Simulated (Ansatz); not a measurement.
**InAgTe2, response to strain**

The reference is InAgTe₂ in the chalcopyrite structure (space group I-42d, No. 122; a = 6.432 Å, c = 12.766 Å).

Strains are applied to the cell and any free atomic positions relax.

Level of theory: Kohn–Sham DFT with the PBEsol functional, run in Ansatz (a program for electronic structure) with PAW and 420 eV plane waves, no spin-orbit coupling.

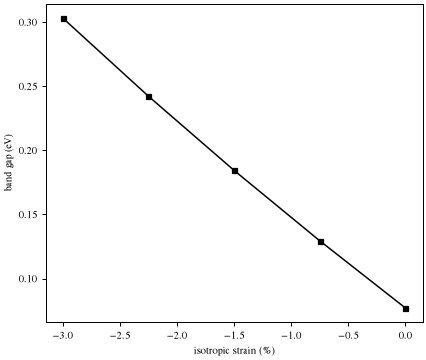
Figure. Band gap against isotropic strain

Question: From the plot, what is the band gap for isotropic strain −3.00 %?

Answer: About 0.30 eV.

Question: Is the trend monotonic over the range shown?

Answer: Yes, it falls throughout, spanning 0.08 eV to 0.30 eV.

Spin-orbit coupling, missing from the scalar runs, can matter with Te. Whether these cells are dynamically stable was not tested. A zero or small gap of InAgTe2 can be the functional's error rather than a property of the material.
